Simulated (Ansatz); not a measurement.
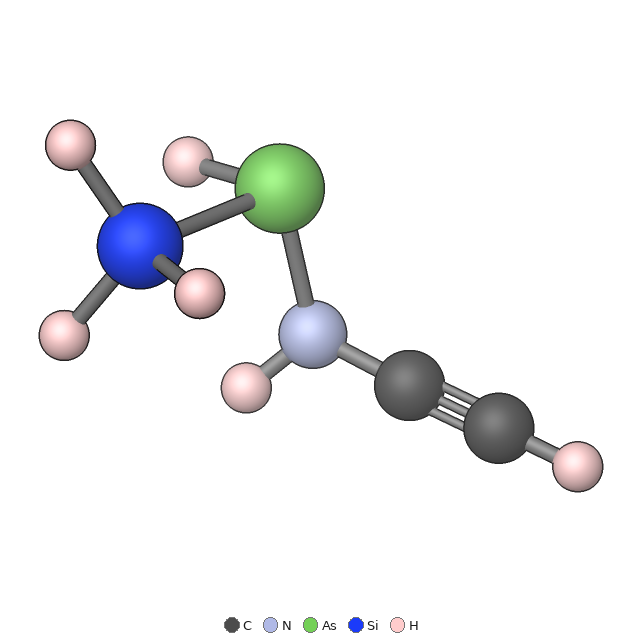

The geometry was computed by an optimisation with PBE0-D4/def2-TZVP.

Give the structural formula.

SMILES: C#CN[AsH][SiH3]

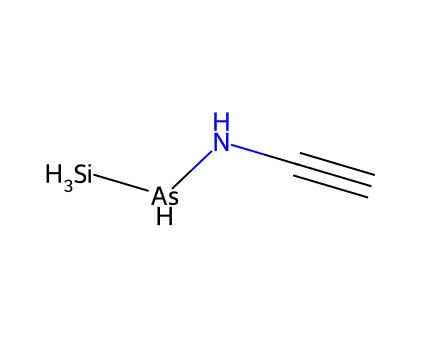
